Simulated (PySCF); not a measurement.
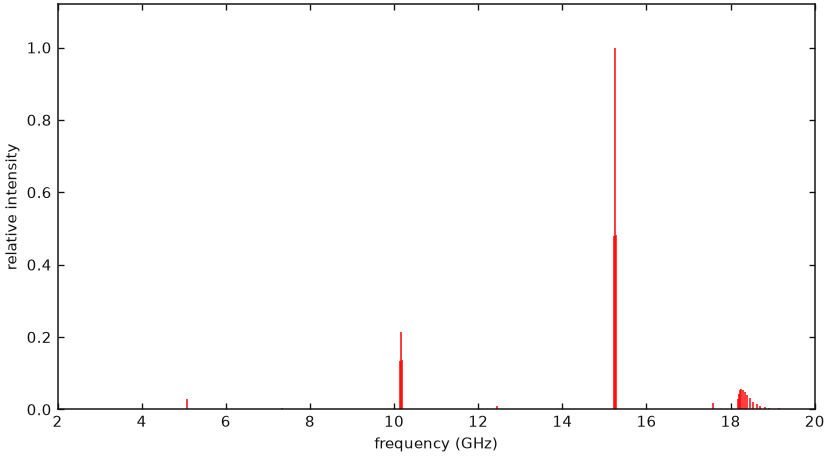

Simulated rotational absorption lines between 2 and 20 GHz at 5 K: rigid rotor with the equilibrium constants and dipole of one optimised conformer (PBE0-D3(BJ)/def2-SVP, PySCF 2.14.0), commonest isotopes; no centrifugal distortion, hyperfine structure, internal rotation or nuclear-spin weights; lines within 1 MHz of each other are summed.

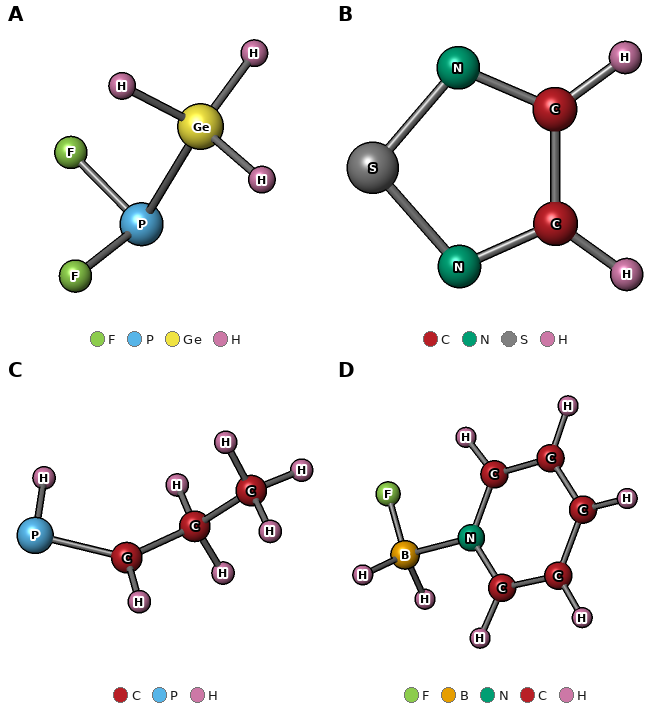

### Which molecule gives this spectrum? Choose among the lettered structures.

Structure C, C₃H₇P. Rotational constants A, B, C = 20.71, 2.550, 2.534 GHz, |μa|, |μb|, |μc| = 1.66, 0.40, 0.01 D.

Note: coarse grid, loose stop and no frequency check, small forces are noise and the end may be a saddle.
